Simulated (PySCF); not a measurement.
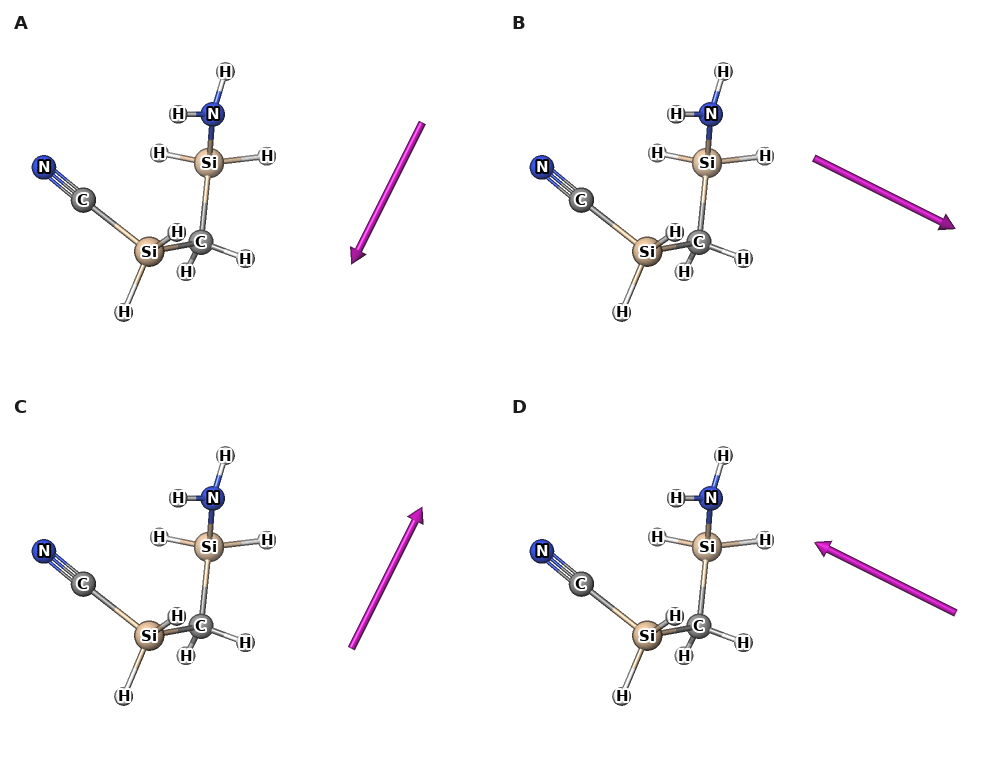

The same molecule four times, each with an arrow. The computed structure is the end point of a GFN2-xTB optimisation. No frequency run is at hand to confirm it as a minimum. Level of theory: PBE0/pcSseg-1, gas phase (PySCF 2.14.0).

> Which arrow points along the dipole moment, from the negative to the positive end?

B. The dipole moment is 3.00 D.

The geometry is semi-empirical. Around Si such bond lengths and angles can be off by a tenth of an ångström or more and by several degrees, and values that hang on the shape move with them.
